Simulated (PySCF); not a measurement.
# Run report: C4H9OSi, EPR calculation

C4H9OSi, multiplicity 2, computed with UKS B3LYP, pcH-1 on C H O Si, non-relativistic, mean-field spin-orbit, GIAO (PySCF 2.14.0).

It belongs to a series of runs on one base structure; here: H removed from sp2 C.

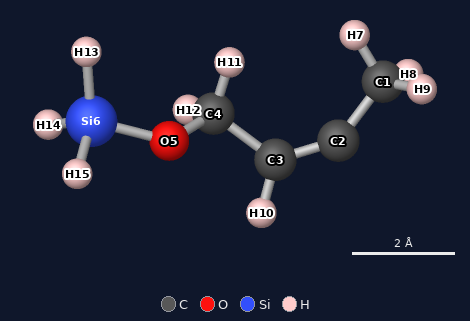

Fig. 1: The structure as given in the input (ball-and-stick view, seen at a tilt; atoms are numbered from 1 in the order of the input). Bond lengths as drawn: C–C 1.29 to 1.53 Å, C–H 1.08 to 1.10 Å, C–O 1.39 Å, H–Si 1.45 to 1.47 Å and O–Si 1.62 Å.

**Input**
```
{"job": {"kind": "epr", "basis": "pcH-1"}, "charge": 0, "multiplicity": 2}
C      2.973929     0.045201     0.232178
C      1.887692    -0.624697     0.929472
C      0.613441    -0.843087     0.910694
C     -0.381390    -0.306742    -0.116312
O     -1.495438     0.207094     0.541590
Si    -2.939300     0.652162    -0.036555
H      2.601929     0.696519    -0.568956
H      3.646952    -0.690379    -0.209069
H      3.545616     0.658270     0.929901
H      0.129606    -1.444120     1.671293
H      0.092104     0.471886    -0.725966
H     -0.680981    -1.130981    -0.778680
H     -2.825618     1.797079    -0.946510
H     -3.567688    -0.444473    -0.782826
H     -3.605268     0.964257     1.215591
```

The first line tells a small driver script what to run in PySCF; the rest is the geometry in Å.

Run on 1 CPU thread, shared host.

Launched with:
```bash
OMP_NUM_THREADS=1 python <driver script> task.json out
```

**Log**
```
UKS, coarse grid
  cycle   1  E = -522.39601292  |g| = 5.54e-01
  cycle   2  E = -522.19143364  |g| = 9.26e-01
  cycle   3  E = -522.50449681  |g| = 1.04e-01
  cycle   4  E = -522.50832946  |g| = 4.39e-02
  cycle   5  E = -522.50925876  |g| = 1.74e-02
  cycle   6  E = -522.50940523  |g| = 6.31e-03
  cycle   7  E = -522.50943581  |g| = 1.75e-03
  cycle   8  E = -522.50944505  |g| = 9.16e-04
UKS, final grid
  cycle   1  E = -522.50939683  |g| = 9.01e-04
  cycle   2  E = -522.50939712  |g| = 1.12e-03
  cycle   3  E = -522.50939775  |g| = 2.42e-04
  cycle   4  E = -522.50939789  |g| = 2.49e-04
  cycle   5  E = -522.50939798  |g| = 4.43e-05
  cycle   6  E = -522.50939798  |g| = 1.66e-05
E = -522.50939798 Eh   <S^2> = 0.7583 (exact 0.7500)
g shifts (ppm)      1          2          3
  rmc          -155       -155       -155
  gc             37          1        -13
  oz_so        -552        -33        811
  total        -670       -187        644
hyperfine (MHz)  atom isotope    a_iso     a_fc   dipolar eigenvalues
    0   13C      13.69      13.68     -4.46     -3.96      8.42
    1   13C     275.36     275.50    -81.65    -61.58    143.23
    2   13C     -10.14     -10.15    -17.78      1.83     15.96
    3   13C      91.04      91.05     -8.37     -7.68     16.05
    4   17O      -1.53      -1.53     -2.17      0.77      1.40
    5  29Si      -6.53      -6.53     -0.88      0.43      0.45
    6    1H     142.81     142.80     -5.64     -1.77      7.41
    7    1H      19.10      19.09     -6.50     -5.00     11.49
    8    1H      39.26      39.26     -6.69     -5.48     12.17
    9    1H     115.56     115.56     -6.24     -5.25     11.49
   10    1H      -7.56      -7.56     -5.62     -0.55      6.17
   11    1H      -6.27      -6.27     -3.78     -1.94      5.73
   12    1H       0.01       0.01     -0.48     -0.45      0.93
   13    1H      -0.18      -0.18     -0.49     -0.46      0.95
   14    1H       0.39       0.39     -0.46     -0.42      0.88
```

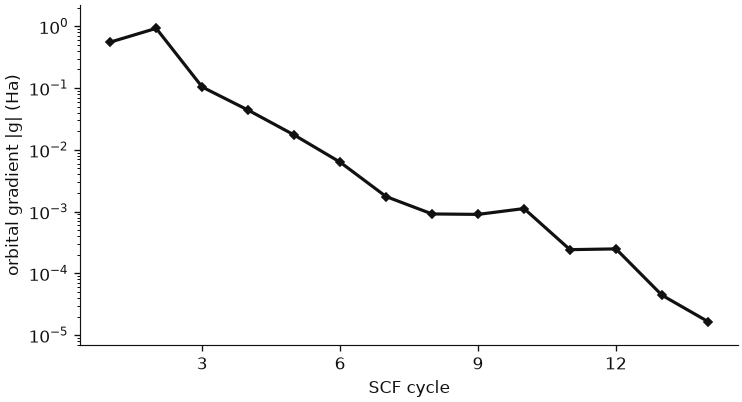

Fig. 2: Convergence of the self-consistent field: orbital gradient |g| against the SCF cycle. All cycles printed in the log are drawn one after another.

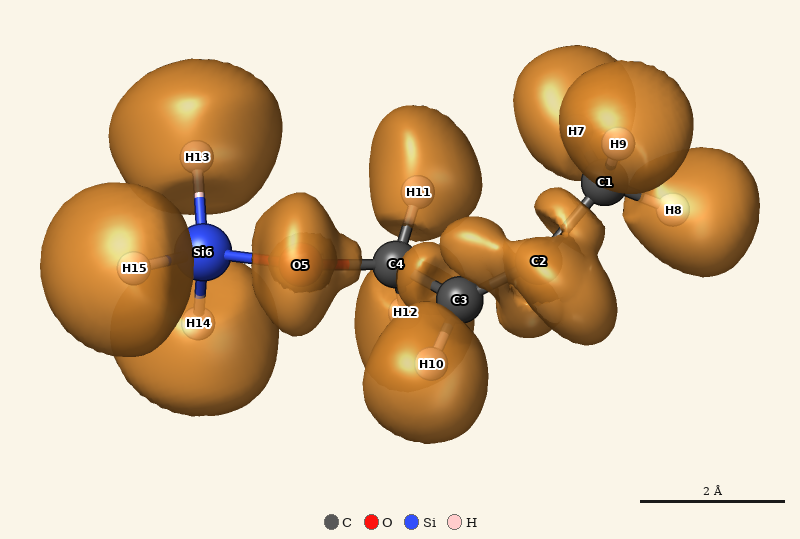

Fig. 3: Isosurface of the ELF at 0.75 (orange), seen at a tilt. Core shells and regions of very low density are left out. Along the contacts the grid gives the following. C–C (1.29 Å): the ELF peaks at about 0.90 between the atoms (a multiple bond by its length, whose ELF region spreads away from the axis). C–O (1.39 Å): the ELF peaks at about 0.85 between the atoms (a polar covalent bond).

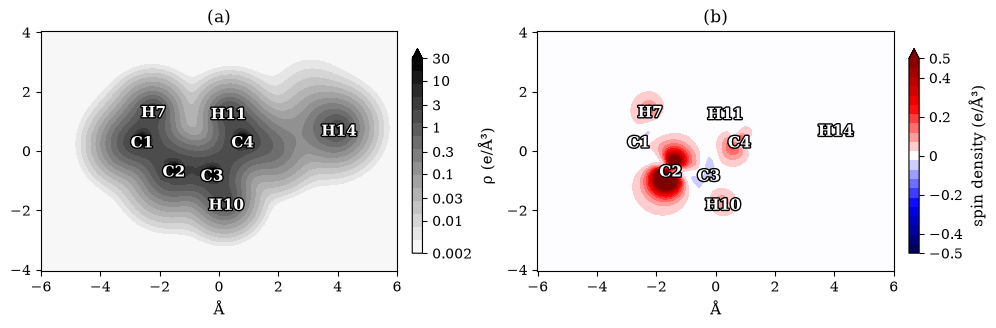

Fig. 4: (a) total electron density; (b) spin density (α minus β) on the plane of atoms C2, C3 and H10. C–C (1.29 Å): ρ at the midpoint is about 2.2 e/Å³. C–C (1.45 Å): ρ is about 1.7 e/Å³ halfway. The unpaired spin (1 electron) lies mostly on C2 (about 0.7) and C1 (about 0.1), in electrons by Hirshfeld's partition.

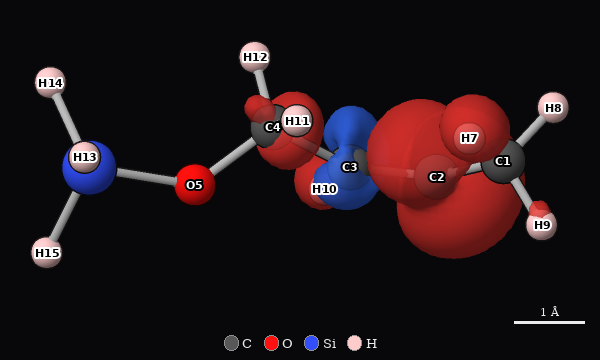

Fig. 5: Isosurfaces of the spin density at +0.03 (red) and −0.03 e/Å³ (blue), seen from the side. The unpaired spin (1 electron) lies mostly on C2 (about 0.7) and C1 (about 0.1), in electrons by Hirshfeld's partition.

**Summary**

- outcome: converged
- total energy: −522.509398 hartree
- ⟨S²⟩: 0.758
- isotropic g: 2.0022
- wall time: 65 s
- peak memory: 0.87 GiB
